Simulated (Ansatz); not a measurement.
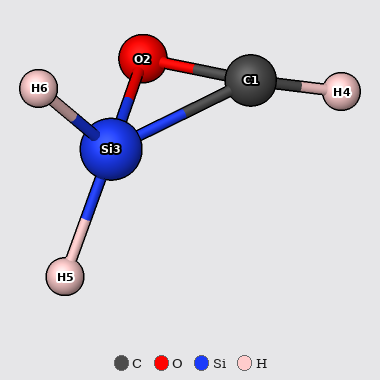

The system is CH₃OSi, SMILES [CH]1O[SiH2]1, spin multiplicity 2; the picture shows the reference structure. 
- The first coordinate is: angle H4–C1–Si3; the second: angle H5–Si3–C1.
- Nothing is relaxed (all other coordinates rigid).
- The scan uses a 15 × 15 grid.
- Points are written as (first, second).
- All energies are given in kJ/mol relative to the relaxed molecule at the same level.
- Method: UKS PBE-D4/def2-TZVP (Ansatz).

Its coordinates:

```xyz
6

C    -0.9364   -0.6036   -0.0523
O     0.3470   -1.1848   -0.0056
Si    0.4013    0.5432    0.1697
H    -1.7024   -1.0344   -0.6988
H     1.1482    1.2109   -0.9308
H     0.7423    1.0686    1.5178
```

Range: angle H4–C1–Si3 from 104.1 to 179.0°; angle H5–Si3–C1 from 80.1 to 170.1°.

Predict the map.

Answer. The lowest grid point is at (146.9°, 125.1°), 0.09 kJ/mol from the relaxed molecule at the same level. No other kind of well shows on this grid. The highest grid point, (104.1°, 170.1°), lies 210 kJ/mol above the lowest.

| angle H5–Si3–C1 ↓, angle H4–C1–Si3 → | 104.1 | 109.4 | 114.8 | 120.1 | 125.5 | 130.8 | 136.2 | 141.5 | 146.9 | 152.2 | 157.6 | 162.9 | 168.3 | 173.6 | 179.0 |
| --- | --- | --- | --- | --- | --- | --- | --- | --- | --- | --- | --- | --- | --- | --- | --- |
| 170.1 | 210 | 194 | 180 | 170 | 162 | 156 | 152 | 149 | 149 | 149 | 151 | 153 | 156 | 160 | 164 |
| 163.7 | 171 | 155 | 141 | 131 | 122 | 116 | 112 | 110 | 108 | 109 | 110 | 112 | 115 | 119 | 123 |
| 157.3 | 137 | 121 | 108 | 97 | 89 | 83 | 79 | 76 | 75 | 75 | 76 | 78 | 81 | 84 | 88 |
| 150.8 | 110 | 94 | 80 | 70 | 61 | 55 | 51 | 48 | 47 | 47 | 48 | 50 | 53 | 56 | 59 |
| 144.4 | 88 | 72 | 59 | 49 | 40 | 34 | 30 | 28 | 26 | 26 | 27 | 29 | 32 | 34 | 37 |
| 138.0 | 72 | 57 | 44 | 34 | 26 | 20 | 15 | 13 | 12 | 12 | 13 | 14 | 17 | 19 | 22 |
| 131.6 | 62 | 47 | 34 | 24 | 16 | 11 | 7 | 4 | 3 | 3 | 4 | 6 | 8 | 10 | 13 |
| 125.1 | 58 | 43 | 31 | 21 | 13 | 7 | 3 | 1 | 0 | 0 | 1 | 3 | 5 | 7 | 9 |
| 118.7 | 59 | 44 | 32 | 23 | 15 | 10 | 6 | 4 | 3 | 3 | 4 | 6 | 7 | 9 | 11 |
| 112.3 | 65 | 51 | 39 | 30 | 23 | 18 | 14 | 12 | 11 | 11 | 12 | 14 | 16 | 18 | 19 |
| 105.8 | 78 | 64 | 52 | 43 | 36 | 31 | 28 | 26 | 25 | 26 | 27 | 28 | 30 | 32 | 33 |
| 99.4 | 95 | 81 | 70 | 61 | 55 | 50 | 47 | 45 | 45 | 45 | 46 | 48 | 50 | 51 | 52 |
| 93.0 | 119 | 105 | 94 | 85 | 79 | 74 | 71 | 70 | 70 | 70 | 71 | 73 | 74 | 76 | 77 |
| 86.6 | 148 | 134 | 123 | 115 | 108 | 104 | 101 | 100 | 100 | 100 | 101 | 103 | 104 | 105 | 106 |
| 80.1 | 184 | 170 | 158 | 150 | 143 | 139 | 136 | 135 | 134 | 135 | 136 | 137 | 138 | 139 | 140 |

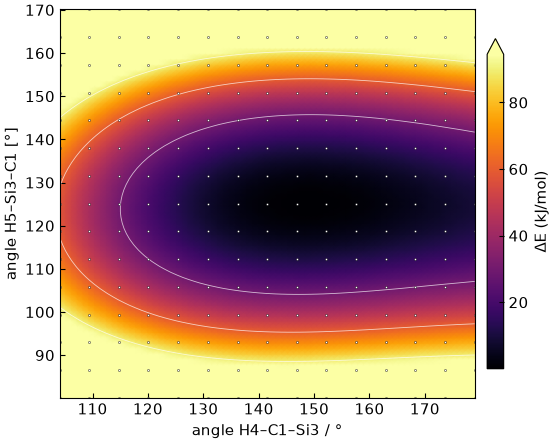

In the figure: a smooth colour map with a few white contour lines, dots at the grid points, one colour for all values above the top of the scale. Between grid points the surface is interpolated.

Each point was launched as `ansatz run input.yaml --threads 1 --pin off --max-ram 2560MiB --backend cpu --events-out ev --progress --plain --runs-dir out`. The whole map (225 points run) took 14 min on 1 thread of Arm Neoverse V2, on a shared host.
